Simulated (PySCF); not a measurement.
# C3H7FSi: geometry, spin-spin couplings

What spin-spin couplings should C3H7FSi (`FC1([SiH3])CC1`) show?

Computed with PySCF 2.14.0, with density-fitted response routines of our own, on a single molecule in the gas phase. Atoms count from 0, in the outputs and in this text.

## Step 1: The starting structure

12 atoms, charge 0, multiplicity 1; geometry from: GFN2-xTB. The atoms were then displaced at random by about 0.01 Å, so the start is not that level's minimum.

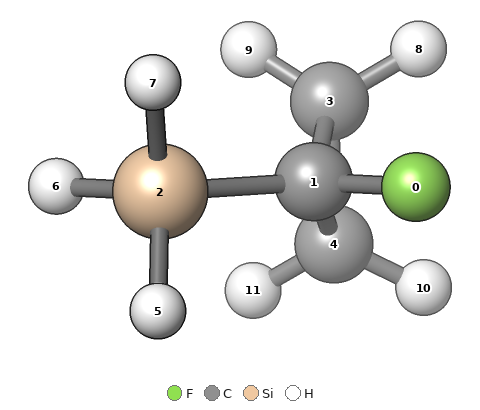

The starting geometry (fluorine green, carbon grey, silicon light orange, hydrogen white), atoms numbered.

## Step 2: Geometry optimisation at PBE0-D3(BJ)/def2-SVP

Job settings and geometry (Å):

```
{"job": {"xc": "PBE0", "basis": "def2-SVP", "d3": "d3bj", "grid": 1, "shake": 0.01, "kind": "geom"}, "charge": 0, "multiplicity": 1}
F      0.210940     1.142020    -1.442550
C      0.023910     0.314290    -0.366520
Si     1.671510    -0.205260     0.375410
C     -1.165710     0.588980     0.448740
C     -1.158050    -0.601230    -0.478170
H      2.451550    -0.898350    -0.648890
H      1.384450    -1.091990     1.505410
H      2.399260     1.006930     0.832420
H     -1.815010     1.432350     0.184150
H     -1.148560     0.419590     1.527470
H     -1.749340    -0.552790    -1.365080
H     -1.065260    -1.582790    -0.037280
```

Started as:

```console
OMP_NUM_THREADS=1 python probes_run.py task.json out
```

This one command runs all jobs of the session in turn.

**Question.** This job is followed by: B3LYP/6-31G* indirect spin-spin coupling, non-relativistic, gas phase. What will the session give for the following? point group; rotational constants (main isotopes); largest coupling of the table (B3LYP/6-31G*).

The runs gave:

| quantity | value |
| --- | --- |
| point group | Cs |
| rotational constants (main isotopes) | 5.83, 3.15, 2.52 GHz |
| largest coupling of the table (B3LYP/6-31G*) | ¹J(F,C) F0–C1, -227.8 Hz |

**Reading.** The start of the PBE0/def2-SVP relaxation was shaken at random by about 0.01 Å, so part of the energy gained, and of the first lengths quoted, undoes that. Relaxing lowered the energy by 0.072 eV in 3 steps; the close pair that moved most is C1–C3, from 1.468 to 1.499 Å. In the run at B3LYP/6-31G*, the largest coupling of the table is F0–C1, -227.8 Hz, of which the Fermi-contact term gives -271.8 Hz. Couplings across rotatable bonds belong to this one conformer; where others are populated, the observed values are averages. Couplings from bases without tight functions are rough.
